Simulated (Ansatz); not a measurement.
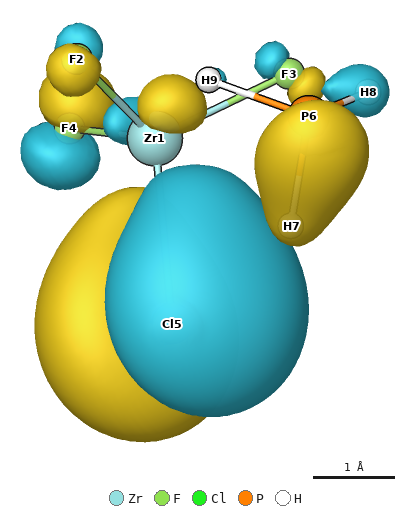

Figure 1: ClF3Zr···PH3. The HOMO−1 at ±0.08 Å⁻³ᐟ² (yellow and cyan are the two phases), seen at an oblique angle.

Core potentials replace the inner electrons of Zr; not at a stationary point (largest force 1.0 eV/Å).

All numbers below come from Ansatz, RKS B3LYP-D4/def2-SVP.

The calculation's input:

```
crystal:
  periodic: [false, false, false]
  atoms:
    - { symbol: Zr, position_ang: [0.0, 0.0, 0.0] }
    - { symbol: F, position_ang: [0.0, 0.0, 2.33] }
    - { symbol: F, position_ang: [1.8671, 0.0, -0.6593] }
    - { symbol: F, position_ang: [-0.9326, 1.6157, -0.6593] }
    - { symbol: Cl, position_ang: [-1.1869, -2.0563, -0.8392] }
    - { symbol: P, position_ang: [1.0679, -2.5055, 0.905] }
    - { symbol: H, position_ang: [0.1754, -3.5541, 0.5582] }
    - { symbol: H, position_ang: [2.3273, -2.7339, 0.2899] }
    - { symbol: H, position_ang: [0.5112, -1.1994, 2.1547] }
basis:
  gaussian: { orbitals: def2-SVP }
hamiltonian:
  xc: b3lyp
  dispersion: d4
relax:
  f_tol: 0.15
  max_steps: 25
  restrain:
    - { distance: [0, 5], at: 3.77, k: 30.0 }
    - { distance: [8, 1], at: 2.12, k: 30.0 }
    - { distance: [0, 1], at: 1.98, k: 30.0 }
    - { distance: [8, 5], at: 1.42, k: 30.0 }
output:
  orbitals: {}
```

Launched as:

```sh
ansatz run input.yaml --threads 4 --pin off --max-ram 5120MiB --backend cpu --events-out ev --progress --plain --runs-dir out
```

The fields are those of the run's last geometry, not of the input's.

**Where does this orbital lie, and at what energy?**

Its weight (Hirshfeld) is mainly on Cl5 (about 80 %) and Zr1 (about 10 %); largely a lone pair of Cl5. Its energy is −9.59 eV.
